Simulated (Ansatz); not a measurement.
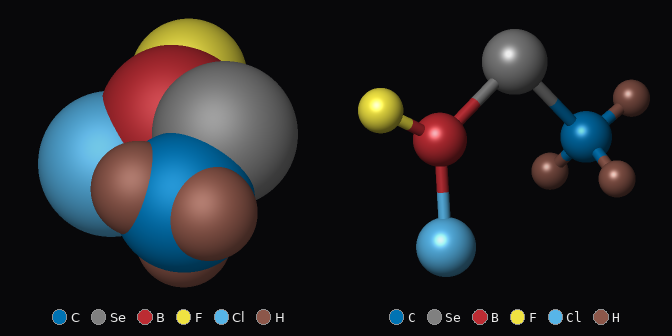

The same structure drawn twice, from different directions.

The geometry was computed by an optimisation with PBE0-D4/def2-TZVP.

**What is the molecular formula?**

CH3BClFSe, 8 atoms: 1 carbon, 3 hydrogen, 1 boron, 1 chlorine, 1 fluorine and 1 selenium.

**What is the point group of this geometry?**

Cs.

**Give a SMILES string for it.**

C[Se]B(F)Cl

**Does it have rings?**

It has no ring.

**How many sets of symmetry-equivalent atoms are there?**

7: 1 C, 1 Se, 1 B, 1 F, 1 Cl, 1 H, 2 H.

More results for the same structure follow; atom numbers are the same in all pictures, views and colours differ.

### Shape

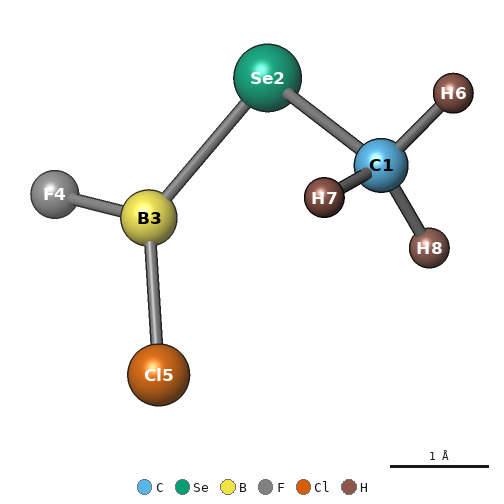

Numbered structure.

Estimate the angles Se2–C1–H6, Se2–C1–H7, H6–C1–H7, H7–C1–H8, C1–Se2–B3, Se2–B3–F4, Se2–B3–Cl5, F4–B3–Cl5.

```tsv
angle	degrees
Se2–C1–H6	106.2
Se2–C1–H7	109.9
H6–C1–H7	110.1
H7–C1–H8	110.6
C1–Se2–B3	100.4
Se2–B3–F4	118.0
Se2–B3–Cl5	123.8
F4–B3–Cl5	118.2
```

### Electronic properties

Method: RKS r2SCAN-D4/def2-TZVPP (Ansatz 0.2.0).

**What is the HOMO–LUMO gap?**

5.21 eV.

**Estimate the HOMO energy (Kohn–Sham orbital).**

−6.46 eV.

**What is the dipole moment?**

2.14 D.

**Estimate the dispersion correction.**

−4.6 kJ/mol.

### Vibrations

Harmonic vibrations computed with RKS PBE0-D4/def2-TZVP (Ansatz 0.2.0) at a stationary point of the same level.

**How many vibrational modes are there, and where do they lie?**

18 modes: 93, 106, 158, 254, 307, 483, 483, 618, 922, 932, 957, 1309, 1314, 1460, 1463, 3088, 3190, 3199 cm⁻¹.

### Charges

The questions are on Mulliken charges. Method: RKS PBE0-D4/def2-TZVP (Ansatz 0.2.0).

Give the Mulliken charges atom by atom.

| atom | value (e) |
| --- | --- |
| C1 | −0.41 |
| Se2 | 0.03 |
| B3 | 0.25 |
| F4 | −0.21 |
| Cl5 | −0.13 |
| H6 | 0.16 |
| H7 | 0.16 |
| H8 | 0.16 |

### Thermal motion

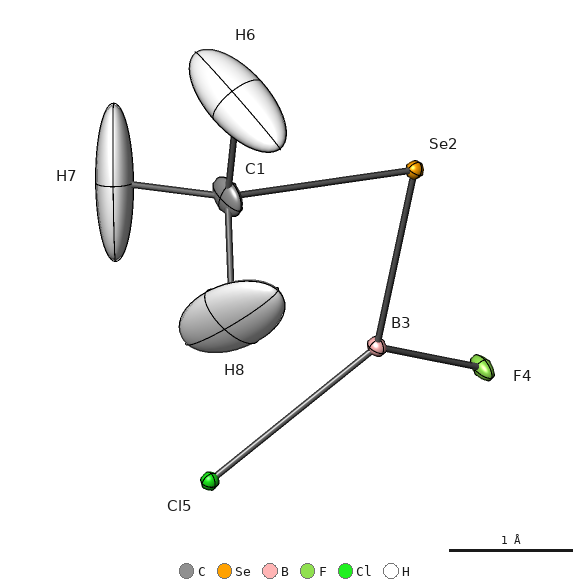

Displacement ellipsoids at the 50 % level, from the internal vibrations of the free molecule (harmonic, no overall translation or rotation; no half-axis is drawn under 0.075 Å). Vibrations computed with RKS PBE0-D4/def2-TZVP (Ansatz 0.2.0). Temperature: 200 K.

**Which atom has the largest mean-square displacement?**

H7, H8, with U_eq = 0.0740 Å².

**Does H7 move more along its bond or across it?**

Across it: the root-mean-square amplitude is 0.131 Å along the bond and up to 0.418 Å across, since bending and torsion are softer than stretching.

Give the displacement parameters, one line for each set of equivalent atoms.

```
  atom  U_eq (Å²)   rms amplitudes (Å)
    C1     0.0086  0.044, 0.092, 0.124
   Se2    0.00054  0.013, 0.022, 0.031
    B3     0.0024  0.041, 0.047, 0.058
    F4     0.0042  0.041, 0.053, 0.090
   Cl5     0.0016  0.026, 0.041, 0.051
    H6     0.0681  0.099, 0.161, 0.411
H7, H8     0.0740  0.099, 0.194, 0.418
```

Mulliken values depend strongly on the basis set and can even reverse the polarity of a bond.
